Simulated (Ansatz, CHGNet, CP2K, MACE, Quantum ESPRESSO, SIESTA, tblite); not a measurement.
# Bulk modulus of rutile SnO2, size series (72 atoms) across programs

Aim: pressure against volume for rutile SnO2, size series (72 atoms), with plane waves as the reference.

The results are calculated values.

**1. The cell**

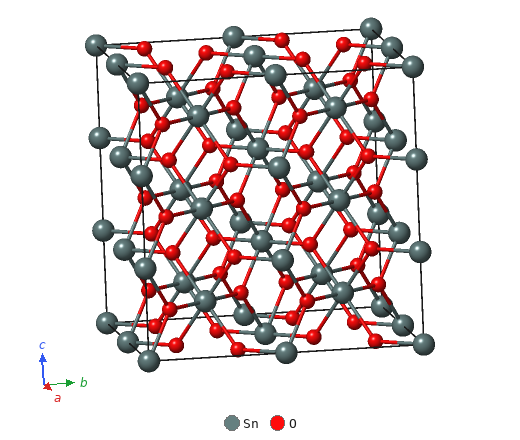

The cell (tin teal, oxygen red). Some periodic images of atoms are drawn too.

The cell holds 72 atoms (24 Sn and 48 O), with edges of 9.47, 9.47 and 9.56 Å. Recipe: rutile SnO2 (cell 4.737, 4.737, 3.186, 90, 90, 90), 2 x 2 x 3 conventional cells; ideal positions. Then the atoms were relaxed with MACE MP-0b3 medium in the fixed cell.

Bonds by pair of elements; cutoffs follow the first minimum of g(r), held within bounds set by covalent radii, and pairs that aren't listed don't count as bonded:

```tsv
pair A-B	cutoff (Å)	bonds	mean length (Å)	spread (Å)	shortest (Å)	B about A	A about B
O-Sn	2.48	144	2.05	0.007	2.04	3	6
```

**2. The reference input**

Quantum ESPRESSO 7.5: Kohn-Sham DFT, PBE, SSSP efficiency 1.3.0 pseudopotentials, plane waves. Its input, pw.in, for the unchanged cell:

```
&control
  calculation = 'scf'
  pseudo_dir = './pseudo'
  outdir = './tmp'
  disk_io = 'none'
  tprnfor = .true.
  tstress = .true.
/
&system
  ibrav = 0
  nat = 72
  ntyp = 2
  ecutwfc = 60
  ecutrho = 480
  nosym = .true.
  occupations = 'smearing'
  smearing = 'fd'
  degauss = 0.003675
/
&electrons
  conv_thr = 3.6e-07
  electron_maxstep = 100
  mixing_beta = 0.4
  mixing_mode = 'plain'
  diagonalization = 'david'
/
ATOMIC_SPECIES
Sn 118.710 Sn.upf
O 15.999 O.upf
CELL_PARAMETERS angstrom
9.47400 0.00000 0.00000
0.00000 9.47400 0.00000
0.00000 0.00000 9.55800
ATOMIC_POSITIONS crystal
Sn 0.00000 0.00000 0.00000
Sn 0.25000 0.25000 0.16667
O 0.15262 0.15262 0.00000
O 0.34738 0.34738 0.00000
[... 66 atom lines left out ...]
O 0.59738 0.90262 0.83333
O 0.90262 0.59738 0.83333
K_POINTS gamma
```

```console
$ OMP_NUM_THREADS=1 mpirun -np 4 pw.x -in pw.in > output.txt
```

Run time: 1.7 min. Hardware: 4 MPI ranks of Arm Neoverse V2, shared host; peak memory 2.9 GiB.

It converged with an r.m.s. force component of 0.015 eV/Å and a pressure of 11 GPa.

**3. Programs and settings**

Every level solves the same cells as single points. CPU time is summed over a level's finished runs, on a host shared with the other runs, so it is rough; the force column is the median over cells of the r.m.s. difference of force components from the reference.

| level | basis or training data | k-points | runs finished | CPU time | peak memory (GiB) | force difference (meV/Å) |
| --- | --- | --- | --- | --- | --- | --- |
| QE, PBE | plane waves, SSSP efficiency, 60/480 Ry | Γ | 5 of 5 | 35 min | 3.0 | reference |
| CP2K double zeta, PBE | DZVP-MOLOPT-SR, GTH-PBE potentials, 600 Ry | Γ | 5 of 5 | 18 min | 4.3 | 40 |
| SIESTA DZP, PBE | DZP orbitals, shift 0.01 Ry, mesh 500 Ry | Γ | 5 of 5 | 26 min | 2.7 | 37 |
| CP2K double zeta, LDA | DZVP-MOLOPT-SR, GTH-PADE potentials, 600 Ry | Γ | 5 of 5 | 17 min | 4.2 | 115 |
| tblite GFN1-xTB | tight binding with its own dispersion term | Γ | 5 of 5 | 11 s | 0.11 | 192 |
| CHGNet r2SCAN | trained on r2SCAN plane-wave data | - | 5 of 5 | 17 s | 1.4 | 39 |
| MACE MP-0b3 medium | trained on PBE(+U) plane-wave data | - | 5 of 5 | 34 s | 1.1 | 16 |

The reference's own r.m.s. force component runs from 2.7 to 21 meV/Å over these cells. MACE MP-0b3 medium relaxed the atoms, so in the cells that it relaxed its own forces are small, and its entry isn't an independent test there.

**4. Pressure against volume**

The cell is scaled evenly, and at each volume MACE MP-0b3 medium relaxes the atoms again before the single points. The unchanged volume is 11.915 Å³ an atom. Pressures in GPa:

```tsv
level	-6 %	-3 %	0	+3 %	+6 %
QE, PBE	27.56	18.56	10.95	4.54	-0.87
CP2K double zeta, PBE	29.34	20.89	13.68	7.53	2.35
SIESTA DZP, PBE	34.04	24.45	16.39	9.59	3.78
CP2K double zeta, LDA	9.74	2.52	-3.56	-8.65	-12.70
tblite GFN1-xTB	-1.83	-5.38	-8.32	-10.76	-12.80
CHGNet r2SCAN	18.14	10.95	4.46	-1.41	-5.21
MACE MP-0b3 medium	25.83	17.06	9.86	3.95	-0.90
```

Energy less that of the unchanged cell at the same level, in meV an atom:

```tsv
level	-6 %	-3 %	+3 %	+6 %
QE, PBE	85.80	33.75	-18.00	-22.80
CP2K double zeta, PBE	94.97	38.75	-23.76	-34.70
SIESTA DZP, PBE	110.81	45.69	-28.98	-43.96
CP2K double zeta, LDA	13.65	-0.54	12.96	36.16
tblite GFN1-xTB	-25.66	-16.48	22.54	50.24
CHGNet r2SCAN	49.39	17.18	-2.20	5.02
MACE MP-0b3 medium	77.29	29.76	-15.18	-18.40
```

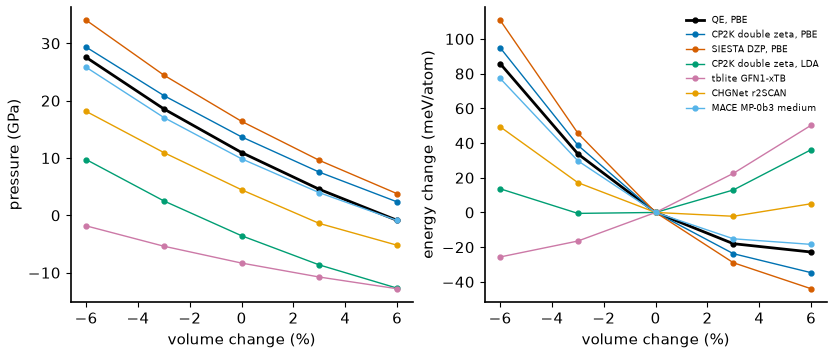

Pressure and energy against volume, by level.

**5. Moduli**

From the three volumes nearest the unchanged one: B from the slope of pressure against ln V and from the curvature of the energy, the pressure that the slope of the energy implies, and the volume change at which the printed pressure crosses zero (a dash if it doesn't within the range).

```tsv
level	B from pressures (GPa)	B from energies (GPa)	printed pressure (GPa)	pressure from energies (GPa)	zero pressure at (%)
QE, PBE	233.8	235.2	10.95	11.60	+5.5
CP2K double zeta, PBE	222.6	223.9	13.68	14.01	-
SIESTA DZP, PBE	247.8	249.7	16.39	16.73	-
CP2K double zeta, LDA	186.1	185.6	-3.56	-3.03	-1.8
tblite GFN1-xTB	89.6	90.6	-8.32	-8.74	-
CHGNet r2SCAN	206.0	223.8	4.46	4.34	+2.3
MACE MP-0b3 medium	218.6	217.8	9.86	10.07	+5.4
```

As a check by hand on the reference: from -3 to +3 % the pressure falls by 14.02 GPa while ln V grows by 0.0600, a ratio of 233.7 GPa.

Gap between the highest filled and the lowest empty level on the runs' k-points, in eV:

```tsv
level	-6 %	-3 %	0	+3 %	+6 %
QE, PBE	1.95	1.57	1.22	0.90	0.60
CP2K double zeta, PBE	1.75	1.38	1.03	0.72	0.43
SIESTA DZP, PBE	1.68	1.30	0.95	0.62	0.33
```

**6. Outcome**

The plane-wave reference (PBE) gives a bulk modulus of 233.8 GPa from its pressures, at a volume where its pressure is 10.95 GPa; that pressure crosses zero at +5.5 %. Other programs at PBE: CP2K double zeta, PBE 222.6 GPa (-5 %) and SIESTA DZP, PBE 247.8 GPa (+6 %); their pressures lie +2.73 to +5.44 GPa from the reference's. Other functionals: CP2K double zeta, LDA 186.1 GPa (-20 %); its pressure lies -14.51 GPa from the reference's.

Learned potentials: CHGNet r2SCAN 206.0 GPa (-12 %) and MACE MP-0b3 medium 218.6 GPa (-6 %); their pressures lie -6.50 to -1.10 GPa from the reference's. Tight binding: tblite GFN1-xTB 89.6 GPa (-62 %); its pressure lies -19.28 GPa from the reference's. The moduli are read at one volume but at unlike pressures, and a cell under tension is as a rule softer than one under compression. Moduli from the energies run from 91 to 250 GPa, within 10 % of those from pressures. The reference's gap falls as the cell grows, from 1.95 eV at -6 % to 0.60 eV at +6 %.

**Limits.** The atoms follow MACE MP-0b3 medium, not each level's own minimum, so these moduli only approach relaxed ones and hang on that choice. Three points at finite strain give rough moduli, at the given volume rather than at zero pressure. Pressures at a fixed plane-wave cutoff or in a small atom-centred basis hold some basis error. The reference samples only Γ, in a cell whose shortest periodic width is 9 Å. The reference isn't exact: its cutoffs and mesh weren't converged further here. SIESTA's automatically made basis is far from complete, and its potentials were converted by us (checked for H, C, O, Si, Ge and Ca alone). The learned potentials mimic data converged in k, so the sampling error of the reference's coarse mesh counts against them here, while programs on the same mesh share it. Spin–orbit coupling is left out. Where levels are smeared, the DFT runs use Fermi–Dirac occupations at 580 K (0.05 eV), and energies are free energies.

[Logs are printed without paths, hosts, clocks, repeated set-up lines and the standing remarks that a program may print on its own settings, such as how far it seeks lower states.]

[Hosts, paths, dates, database ids (printed as entryN), source tags and the programs' standing remarks are cut or masked in the printed files.]
